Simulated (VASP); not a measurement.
Band structure of Cr (bcc, AFM order). Method: optB86b-vdW, VASP's PBE PAW potentials (set 64) (plane waves; VASP).

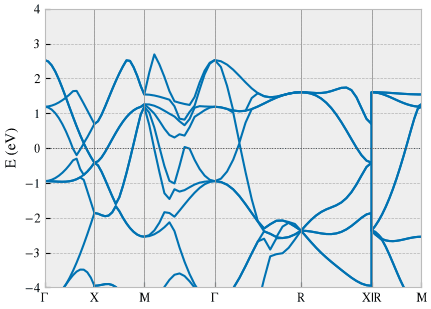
*Bands along high-symmetry lines, zero at the valence-band maximum or, without a gap, the Fermi level*

**Question.** Read the plot: is there a gap, and where are the band edges?

**Answer.** It has no gap at this level: it comes out as a metal or semimetal. (Edges off the drawn lines would not show.)

The compound is Cr in the bcc, AFM order structure. It was relaxed first, which changed the volume by -6 %. The run is not spin-polarised, so no magnetic state was tried.
